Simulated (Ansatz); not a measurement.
# Where N_i (6-fold void) puts its levels in the gap of Y4S3N2 (C2/m), part 2 of 2

Wanted: the transition levels of a self-interstitial in Y4S3N2 (C2/m), from a cell of 54 host atoms with 1 N put in.

Ansatz; place-levels on PBEsol runs: charge-transition levels and formation energies with image-charge correction and potential alignment at the atomic sites.

So far: The structure; The runs of each charge state.

### 3. Placing the levels, PBEsol

A charged cell interacts with its images and the background, and its potential has another zero than the host's. place-levels removes the first by a point-charge model, screened by the static dielectric constant since the ions have relaxed around the charge, and the second by comparing potentials at atoms far from the defect.

The host is a run of the defect-free crystal in the same cutoffs, grids and k-points, so that basis and sampling errors cancel in part in the differences. Its band edges come from a run of the primitive cell that searches the zone for them. Chemical potentials are energies per atom of N (N2 molecule), run with the same functional and cutoff.

The input, levels.point.yaml:

```yaml
host:
  run: host.point.run
  levels_from: { run: edges.point.run }
states: [qm3.point.run, qm3_M2.point.run, qm2_M1.point.run, qm1.point.run, qm1_M2.point.run, q0_M1.point.run, qp1.point.run, qp1_M2.point.run]
geometry_from:
  qm3.point.run: qm3.relax.run
  qm3_M2.point.run: qm3_M2.relax.run
  qm2_M1.point.run: qm2_M1.relax.run
  qm1.point.run: qm1.relax.run
  qm1_M2.point.run: qm1_M2.relax.run
  q0_M1.point.run: q0_M1.relax.run
  qp1.point.run: qp1.relax.run
  qp1_M2.point.run: qp1_M2.relax.run
  host.point.run: host.relax.run
chemical_potentials:
  "N":
    energy: -378.471758
    dataset: "<sha256 of the dataset>"
epsilon: [6.75, 7.0, 6.49]
static_epsilon:
  - [14.06, 0.0, 1.03]
  - [0.0, 17.01, 0.0]
  - [1.03, 0.0, 13.95]
vertical:
  - { from: qm3.point.run, to: qm3.point_neutral.run }
  - { from: qm3_M2.point.run, to: qm3_M2.point_neutral.run }
  - { from: qm2_M1.point.run, to: qm2_M1.point_neutral.run }
  - { from: qm1.point.run, to: qm1.point_neutral.run }
  - { from: qm1_M2.point.run, to: qm1_M2.point_neutral.run }
  - { from: qp1.point.run, to: qp1.point_neutral.run }
  - { from: qp1_M2.point.run, to: qp1_M2.point_neutral.run }
```

On the command line:

```console
> ansatz place-levels levels.point.yaml -- --threads 4 --pin off --max-ram 14131MiB
```

Numbers of over 12 decimals in the logs are rounded to 6 here.

The program printed:

```text
[... repeated set-up lines and file paths are left out, and long positions are rounded to six places ...]
(+1/0) 0.000 eV above the valence edge (-0.091 eV without the band-filling correction), 1.266 eV under the conduction edge
(0/-1) 0.606 eV above the valence edge, 0.661 eV under the conduction edge
(-1/-2) 1.300 eV above the valence edge (+1.669 eV without the band-filling correction), in the conduction band
(-2/-3) 1.959 eV above the valence edge (+1.801 eV without the band-filling correction), in the conduction band
formation energy of charge +1: +3.269 eV with the Fermi level at the valence edge
formation energy of charge 0: +3.269 eV with the Fermi level at the valence edge
formation energy of charge -1: +3.875 eV with the Fermi level at the valence edge
formation energy of charge -2: +5.175 eV with the Fermi level at the valence edge
formation energy of charge -3: +7.134 eV with the Fermi level at the valence edge
vertical -3 to 0: no energy, since no alignment is typed
  the change from vertical[0].from (qm3.point.run) to vertical[0].to (qm3.point_neutral.run): by its spins about the atoms it stands at 0.140 0.664 0.380, with an rms radius of about 2.9 Å (1.1 2.5 1.1 Å across the planes of the cell's vectors); [...]
vertical -3 to 0: no energy, since no alignment is typed
  the change from vertical[1].from (qm3_M2.point.run) to vertical[1].to (qm3_M2.point_neutral.run): by its potential at epsilon [6.75, 7, 6.49] it stands at 0.329 0.666 0.227, with an rms radius of about 5.0 Å (3.3 3.1 2.0 Å across the planes of the cell's [...]
vertical -2 to 0: no energy, since no alignment is typed
  the change from vertical[2].from (qm2_M1.point.run) to vertical[2].to (qm2_M1.point_neutral.run): by its potential at epsilon [6.75, 7, 6.49] it stands at 0.184 0.667 0.817, with an rms radius of about 4.2 Å (2.6 2.7 1.9 Å across the planes of the cell's [...]
vertical -1 to 0: no energy, since no alignment is typed
  the change from vertical[3].from (qm1.point.run) to vertical[3].to (qm1.point_neutral.run): by its potential at epsilon [6.75, 7, 6.49] it stands at 0.155 0.669 0.692, with an rms radius of about 2.7 Å (1.7 1.6 1.3 Å across the planes of the cell's [...]
vertical -1 to 0: no energy, since no alignment is typed
  the change from vertical[4].from (qm1_M2.point.run) to vertical[4].to (qm1_M2.point_neutral.run): by its spins about the atoms it stands at 0.082 0.646 0.373, with an rms radius of about 3.0 Å (2.0 1.9 1.3 Å across the planes of the cell's vectors); [...]
vertical +1 to 0: no energy, since no alignment is typed
  the change from vertical[5].from (qp1.point.run) to vertical[5].to (qp1.point_neutral.run): by its spins about the atoms it stands at 0.182 0.667 0.667, with an rms radius of about 2.0 Å (1.3 1.0 1.1 Å across the planes of the cell's vectors); [...]
vertical +1 to 0: no energy, since no alignment is typed
  the change from vertical[6].from (qp1_M2.point.run) to vertical[6].to (qp1_M2.point_neutral.run): by its potential at epsilon [6.75, 7, 6.49] it stands at 0.189 0.667 0.691, with an rms radius of about 2.7 Å (1.2 2.0 1.3 Å across the planes of the cell's [...]
  edges by pbesol of host.levels_from (edges.point.run), its mesh sampled to repeats of 30.33 Å (the valence edge +0.154 eV and the conduction edge -0.183 eV from those of the host's own run), gap 1.266 eV; the host is sampled to repeats of 20.33 Å
  the defect's cells are sampled to repeats of 20.33 Å, like sampling
  charge +1: -112044.7192 eV with its correction of +0.190 eV, at epsilon [[14.06, 0, 1.03], [0, 17.01, 0], [1.03, 0, 13.95]], aligned at sites: +0.0577 eV, mean over 29 atomic sites at or beyond 4.88 Å from the defect at [0.0748, 0.6667, 0.4639], with [...]
  charge 0: +0.000 eV for its dipole among its images, +0.012 omitted
  charge -1: -112027.6221 eV with its correction of +0.031 eV, at epsilon [[14.06, 0, 1.03], [0, 17.01, 0], [1.03, 0, 13.95]], aligned at sites: +0.1017 eV, mean over 29 atomic sites at or beyond 4.88 Å from the defect at [0.0748, 0.6667, 0.4639], with [...]
  charge -2: -112017.6619 eV with its correction of +0.214 eV, at epsilon [[14.06, 0, 1.03], [0, 17.01, 0], [1.03, 0, 13.95]], aligned at sites: +0.1578 eV, mean over 29 atomic sites at or beyond 4.88 Å from the defect at [0.0748, 0.6667, 0.4639], with [...]
  charge -3: -112007.5691 eV with its correction of +0.700 eV, at epsilon [[14.06, 0, 1.03], [0, 17.01, 0], [1.03, 0, 13.95]], aligned at sites: +0.1636 eV, mean over 29 atomic sites at or beyond 4.88 Å from the defect at [0.0748, 0.6667, 0.4639], with [...]
  charge +1: states[6] (qp1.point.run) stands 0.123 eV higher, with a moment of 0.00 μB against 2.00
  charge -1: states[4] (qm1_M2.point.run) stands 0.784 eV higher, with a moment of 2.00 μB against 0.00
  charge -3: states[1] (qm3_M2.point.run) stands 0.151 eV higher, with a moment of 2.00 μB against 0.00
  of states[7] (qp1_M2.point.run): it parts from the run at its places by a charge that spreads by about 2 Å along one vector (2 Å or more is wide), by its potential at epsilon [6.75, 7, 6.49], taken for that of held ions (one typed too small widens it), [...]
  of states[2] (qm2_M1.point.run): it parts from the run at its places by a charge that spreads by about 2.6 Å along one vector (1.7 Å or more is wide), by its potential at epsilon [6.75, 7, 6.49], taken for that of held ions (one typed too small widens it), [...]
  of states[0] (qm3.point.run): it parts from the run at its places by a charge that spreads by about 2.5 Å along one vector (2 Å or more is wide), by the spins about the atoms, where the cell does not tell a trapped carrier from a band state. [...]
  of states[4] (qm1_M2.point.run): it parts from the run at its places by a charge that spreads by about 2 Å along one vector (1.7 Å or more is wide), by the spins about the atoms, where the cell does not tell a trapped carrier from a band state. [...]
  of states[1] (qm3_M2.point.run): it parts from the run at its places by a charge that spreads by about 3.3 Å along one vector (1.7 Å or more is wide), by its potential at epsilon [6.75, 7, 6.49], taken for that of held ions (one typed too small widens it), [...]
  of vertical[0].from (qm3.point.run): its displacements don't fall off away from the defect: farther atoms stand 0.047 Å off the host's places. [...]
  vertical[0].to (qm3.point_neutral.run): levels filled in part (TS 0.005 eV): its energy is of no whole electron's
  of vertical[0].to (qm3.point_neutral.run): its displacements don't fall off away from the defect: farther atoms stand 0.047 Å off the host's places. [...]
  of vertical[1].from (qm3_M2.point.run): its displacements don't fall off away from the defect: farther atoms stand 0.044 Å off the host's places. [...]
  vertical[1].to (qm3_M2.point_neutral.run): levels filled in part (TS 0.006 eV): its energy is of no whole electron's
  of vertical[1].to (qm3_M2.point_neutral.run): its displacements don't fall off away from the defect: farther atoms stand 0.044 Å off the host's places. [...]
  of vertical[2].from (qm2_M1.point.run): it parts from the run at its places by a charge that spreads by about 2.6 Å along one vector (1.7 Å or more is wide), by its potential at epsilon [6.75, 7, 6.49], taken for that of held ions (one typed too small [...]
  of vertical[4].from (qm1_M2.point.run): its displacements don't fall off away from the defect: farther atoms stand 0.039 Å off the host's places. [...]
  vertical[4].to (qm1_M2.point_neutral.run): levels filled in part (TS 0.002 eV): its energy is of no whole electron's
  of vertical[4].to (qm1_M2.point_neutral.run): its displacements don't fall off away from the defect: farther atoms stand 0.039 Å off the host's places. [...]
  of vertical[6].from (qp1_M2.point.run): its displacements don't fall off away from the defect: farther atoms stand 0.03 Å off the host's places. [...]
  of vertical[6].to (qp1_M2.point_neutral.run): its displacements don't fall off away from the defect: farther atoms stand 0.03 Å off the host's places. [...]
```

Elapsed: 1 s, on 4 threads of Arm Neoverse V1, shared host.

Under PBEsol the gap is 1.27 eV, (+1/0) 0.00 (with band filling), (0/−1) 0.61, (−1/−2) 1.30 (outside the gap) (with band filling), (−2/−3) 1.96 (outside the gap) (with band filling) eV.

Levels between the charges placed, in eV above the valence top:

```tsv
	gap (eV)	(+1/0)	(0/−1)	(−1/−2)	(−2/−3)
PBEsol	1.27	0.00	0.61	1.30	1.96
```

Corrections by state:

```tsv
charge	moment (μB)	image terms and alignment (eV)	band filling (eV)	ε used	over the lowest of its charge, as the program ranks them, band filling apart (eV)
+1	2.0	0.190	-0.091	principal values (12.97, 15.04, 17.01)	0.000
0	1.0	0.000	-	-	0.000
−1	0.0	0.031	-	principal values (12.97, 15.04, 17.01)	0.000
−2	1.0	0.214	-0.369	principal values (12.97, 15.04, 17.01)	0.000
−3	0.0	0.700	-0.211	principal values (12.97, 15.04, 17.01)	0.000
+1	0.0	0.177	-	principal values (12.97, 15.04, 17.01)	0.123
−1	2.0	0.021	-	principal values (12.97, 15.04, 17.01)	0.784
−3	2.0	0.559	-	principal values (12.97, 15.04, 17.01)	0.151
```

The charged structures listed were also run neutral, and place-levels reads from each pair, by the potential or the spins, how wide the charge is by which they differ; that can be the carrier of either run.

```tsv
charge	rms radius (Å)	spread where it is widest against the cell (Å)	wide from (Å)	reading
+1	2.7	2.01	1.97	wide
−1	2.7	1.73	1.73	narrow
−2	4.2	2.57	1.73	wide
−3	2.9	2.51	1.97	wide
```

The neutral runs of these pairs need not share the spin of the lowest neutral state, and very wide values only mean spread over the cell.

From the program's caveats on the states, each cut to its opening words:

- charge +1 (2 μB): it parts from the run at its places by a charge that spreads by about 2 Å along one vector (2 Å or more is wide), by its potential at epsilon [6.75, 7, 6.49], [...]
- charge +1 (2 μB): a band-filling correction moves a carrier to the host's band edge, which changes its energy by -0.091 eV
- charge +1 (2 μB): its displacements don't fall off away from the defect: farther atoms stand 0.03 Å off the host's places
- charge −2 (1 μB): it parts from the run at its places by a charge that spreads by about 2.6 Å along one vector (1.7 Å or more is wide), by its potential at epsilon [6.75, 7, [...]
- charge −2 (1 μB): a band-filling correction moves a carrier to the host's band edge, which changes its energy by -0.369 eV
- charge −2 (1 μB): the far atoms show a dipole or second moment of the defect's charge, for which the correction takes or leaves out 0.064 eV: further moments aren't read, and [...]
- charge −3: it parts from the run at its places by a charge that spreads by about 2.5 Å along one vector (2 Å or more is wide), by the spins about the atoms, where the [...]
- charge −3: a band-filling correction moves a carrier to the host's band edge, which changes its energy by -0.211 eV
- charge −3: its alignment with the host at atomic sites is doubtful: the mean over the far sites moves by +0.0838 eV from their farther parts to their nearer, more than [...]
- charge −3: its sublattices stand up to 0.0420 Å off the host's, which by the two runs' forces adds about -0.02 eV to its energy against the host's, and moves the band [...]
- charge −3: its displacements don't fall off away from the defect: farther atoms stand 0.047 Å off the host's places
- charge −1 (2 μB): it parts from the run at its places by a charge that spreads by about 2 Å along one vector (1.7 Å or more is wide), by the spins about the atoms, where the [...]
- charge −1 (2 μB): its sublattices stand up to 0.0269 Å off the host's, which by the two runs' forces adds about -0.02 eV to its energy against the host's, and moves the band [...]
- charge −1 (2 μB): its displacements don't fall off away from the defect: farther atoms stand 0.039 Å off the host's places

Chemical potentials of the elements' reference phases, run alike. Formation energies (elemental references), with the Fermi level at the valence top and at the conduction bottom (gap 1.27 eV):

```tsv
charge	at valence top (eV)	at conduction bottom (eV)	correction included (eV)
+1	3.27	4.54	0.10
0	3.27	3.27	0.00
−1	3.87	2.61	0.03
−2	5.18	2.64	-0.15
−3	7.13	3.33	0.49
```

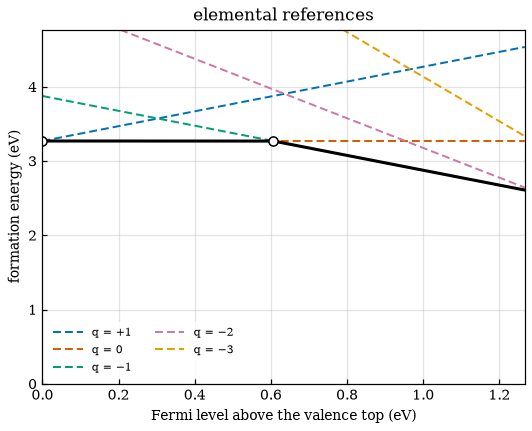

Formation energy against Fermi level; the thick line follows the lowest charge state and circles mark the transition levels.

### 4. Effect of the sampling

The relaxations' own energies give the levels at their sampling, for comparison.

The input, levels.relax_mesh.yaml:

```yaml
host:
  run: host.relax.run
  levels_from: { run: edges.relax.run }
states: [qm3.relax.run, qm3_M2.relax.run, qm2_M1.relax.run, qm1.relax.run, qm1_M2.relax.run, q0_M1.relax.run, qp1.relax.run, qp1_M2.relax.run]
chemical_potentials:
  "N":
    energy: -378.471758
    dataset: "<sha256 of the dataset>"
```

On the command line:

```console
> ansatz place-levels levels.relax_mesh.yaml -- --threads 4 --pin off --max-ram 14131MiB
```

The program printed:

```text
[...]
(0/-1) 0.567 eV above the valence edge, 0.700 eV under the conduction edge
[...]
formation energy of charge +1: +3.296 eV with the Fermi level at the valence edge
formation energy of charge 0: +3.296 eV with the Fermi level at the valence edge
formation energy of charge -1: +3.863 eV with the Fermi level at the valence edge
formation energy of charge -2: +5.172 eV with the Fermi level at the valence edge
formation energy of charge -3: +7.151 eV with the Fermi level at the valence edge
  edges by pbesol of host.levels_from (edges.relax.run), its mesh sampled to repeats of 30.33 Å (the valence edge +0.154 eV and the conduction edge -0.214 eV from those of the host's own run), gap 1.266 eV; the host is sampled to repeats of 14.99 Å
[... the lines on each state left out ...]
```

Wall time 0.29 s (4 threads).

Levels between neighbouring charges, in eV above the valence top:

```tsv
	gap (eV)	(+1/0)	(0/−1)	(−1/−2)	(−2/−3)
one point at (¼, ¼, ¼)	1.27	0.00	0.57	1.31	1.98
a 2×2×2 shifted mesh	1.27	0.00	0.61	1.30	1.96
```

Going from one point at (¼, ¼, ¼) to a 2×2×2 shifted mesh moves the levels that carry no band-filling term by up to 0.04 eV and formation energies against the elements by up to 0.03 eV; band-filling terms, which differ between samplings, are in these energies.

### 5. Levels against the band edges, r2SCAN

r2SCAN on the same structure is run to see how far the result rests on the functional, though not on the errors that semilocal functionals share; the sampling changes too, to one point at (¼, ¼, ¼), so differences hold both changes.

The input, qm3.r2scan/input.yaml:

```yaml
crystal:
  checkpoint: "../qm3.relax.run"
  host: checkpoint
total_charge: -3
basis:
  ecutwfc: 500
  xc_grid: 2
hamiltonian:
  xc: r2scan
kpoints:
  mp_grid: { grid: [1, 1, 1], shift: [0.25, 0.25, 0.25] }
scf:
  occupations: { method: fermi_dirac, width: 0.01 }
  max_iter: 100
output:
  forces: true
  eigenvalues: true
  charged_corrections:
    epsilon: [6.75, 7.0, 6.49]
    static_epsilon: [[14.06, 0.0, 1.03], [0.0, 17.01, 0.0], [1.03, 0.0, 13.95]]
    defect_position: [0.074849, 0.666667, 0.46386]
checkpoint:
  write: "../qm3.r2scan.run"
  compress: false
  write_wavefunctions: false
  write_every: 100000
```

The job ended after 43 s (4 threads; peak memory 2.6 GiB).

The input, levels.r2scan.yaml:

```yaml
host:
  run: host.r2scan.run
  levels_from: { run: edges.r2scan.run }
states: [qm3.r2scan.run, qm3_M2.r2scan.run, qm2_M1.r2scan.run, qm1.r2scan.run, qm1_M2.r2scan.run, q0_M1.r2scan.run, qp1.r2scan.run, qp1_M2.r2scan.run]
geometry_from:
  qm3.r2scan.run: qm3.relax.run
  qm3_M2.r2scan.run: qm3_M2.relax.run
  qm2_M1.r2scan.run: qm2_M1.relax.run
  qm1.r2scan.run: qm1.relax.run
  qm1_M2.r2scan.run: qm1_M2.relax.run
  q0_M1.r2scan.run: q0_M1.relax.run
  qp1.r2scan.run: qp1.relax.run
  qp1_M2.r2scan.run: qp1_M2.relax.run
  host.r2scan.run: host.relax.run
chemical_potentials:
  "N":
    energy: -384.812052
    dataset: "<sha256 of the dataset>"
```

On the command line:

```console
> ansatz place-levels levels.r2scan.yaml -- --threads 4 --pin off --max-ram 14131MiB
```

The program printed:

```text
(+1/0) 0.032 eV beneath the valence edge (-0.036 eV without the band-filling correction), in the valence band
(0/-1) 0.814 eV above the valence edge, 0.818 eV under the conduction edge
[...]
formation energy of charge +1: +3.574 eV with the Fermi level at the valence edge
formation energy of charge 0: +3.542 eV with the Fermi level at the valence edge
formation energy of charge -1: +4.356 eV with the Fermi level at the valence edge
formation energy of charge -2: +6.049 eV with the Fermi level at the valence edge
formation energy of charge -3: +8.211 eV with the Fermi level at the valence edge
  edges by r2scan of host.levels_from (edges.r2scan.run), its mesh sampled to repeats of 30.33 Å (the valence edge +0.149 eV and the conduction edge -0.216 eV from those of the host's own run), gap 1.632 eV; the host is sampled to repeats of 14.99 Å
[... the lines on each state left out ...]
```

Wall time 0.48 s (4 threads).

Under r2SCAN the gap is 1.63 eV, (+1/0) -0.03 (outside the gap) (with band filling), (0/−1) 0.81, (−1/−2) 1.69 (outside the gap) (with band filling), (−2/−3) 2.16 (outside the gap) (with band filling) eV.

### 6. Side by side

Levels between neighbouring charges, in eV above each run's own valence top:

```tsv
	gap (eV)	(+1/0)	(0/−1)	(−1/−2)	(−2/−3)	CPU time a state at this stage (restarts are quicker than cold starts)
PBEsol, 2×2×2 shifted mesh	1.27	0.00	0.61	1.30	1.96	12 min
r2SCAN on PBEsol structures, (¼, ¼, ¼)	1.63	-0.03	0.81	1.69	2.16	7.2 min
```

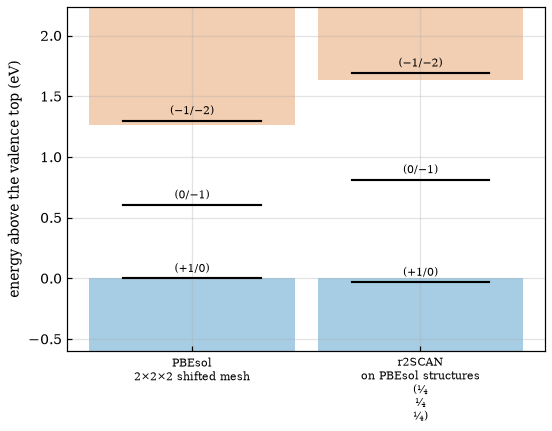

Levels between stable charges at each rung, each against its own band edges (shaded).

### 7. What came out

| Quantity | Value |
| --- | --- |
| gap of the host | 1.27 eV (PBEsol) |
| level (plus 1/0) | 0.00 eV above the valence top (-0.09 eV above the valence top without the band-filling term) |
| level (0/minus 1) | 0.61 eV above the valence top |
| level (minus 1/minus 2) | 1.30 eV above the valence top, past the conduction bottom (1.67 eV above the valence top without the band-filling term) |
| level (minus 2/minus 3) | 1.96 eV above the valence top, past the conduction bottom (1.80 eV above the valence top without the band-filling term) |
| lowest of the charges placed, just above the valence top (0.02 eV) | 0 |
| lowest of the charges placed, just below the conduction bottom (0.02 eV) | −1 |
| lowest formation energy at mid-gap of the charges run, elemental references | 3.24 eV |

What this shows: Of the charges placed (−3, −2, −1, 0 and +1), the lowest changes at 0.61 eV (0/−1) above the valence top, in a gap of 1.27 eV. States placed: +1 at 2 μB and 0 μB; 0 at 1 μB; −1 at 0 μB and 2 μB; −2 at 1 μB; −3 at 0 μB and 2 μB. Other spin states or structures, where not listed, weren't placed. The program finds carriers beyond a band edge of the host and adds a band-filling term at charge −3 (-0.21 eV), −2 (-0.37 eV) and +1 (-0.09 eV); steps to such a charge show no bound level, and a defect level inside a band would be read the same way. At charge −2, −1, 0 and +1 the atom put in ends up to 1.2 Å from its starting place, so the name tells the start alone and the levels can join different sites. Going from one point at (¼, ¼, ¼) to a 2×2×2 shifted mesh moves the levels that carry no band-filling term by up to 0.04 eV and formation energies against the elements by up to 0.03 eV; band-filling terms, which differ between samplings, are in these energies. The program doubts the alignment of potentials for at least one state, a sign that the cell is small. What this leaves open: PBEsol makes the gap too small and tends to spread out bound carriers; where a gas molecule sets a chemical potential or the host's formation energy, its binding is uncorrected; force components of up to 0.21 eV/Å remain in a run at the final settings.

[Logs are printed without paths, hosts, clocks, repeated set-up lines and the standing remarks that a program may print on its own settings, such as how far it seeks lower states.]

[Hosts, paths, dates, database ids (printed as entryN), source tags and the programs' standing remarks are cut or masked in the printed files.]

[Where a table of states has a column of steps, it counts the stored structures, which are thinned; the runs took as many ionic steps or more.]

[A defect's name tells the site on which it was built; relaxed atoms can leave that site.]

[For some hosts the program warned that the k-mesh of the response run may be too coarse for force constants and the static dielectric constant; such warnings are not shown here.]
